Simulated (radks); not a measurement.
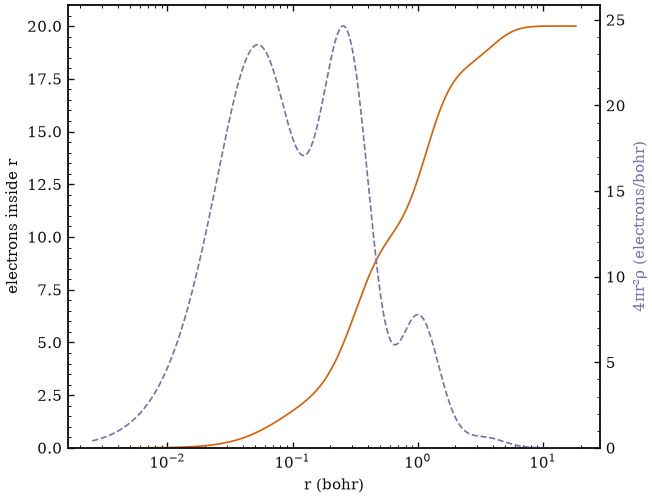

A free Ca atom; electrons: [Ar] 4s2. Theory: scalar-relativistic Kohn-Sham, PBE, spin-unpolarised, spherical densities, finite nucleus (computed with the in-house radial solver radks).

```
Z 20
configuration [Ar] 4s2 3d0 4p0
relativity scalar-relativistic
functional pbe,pbe
spin unpolarised
nucleus finite rms 3.4776 fm
c 137.035999084
```

The run was one of a batch (task.json lists them), launched with:
```bash
python run_ks.py task.json out
```

The plot shows the number of electrons inside radius r (solid) and the radial density 4πr²ρ (dashed).

What does the plot show?

The count levels off at 20 electrons. Half of them lie within 0.603 bohr, 90 % within 2.42 bohr and 99 % within 6.02 bohr. The radial density has minima at 0.123 and 0.658 bohr, where the count stands at 2.1 and 10.3; these part the shells that the density resolves.
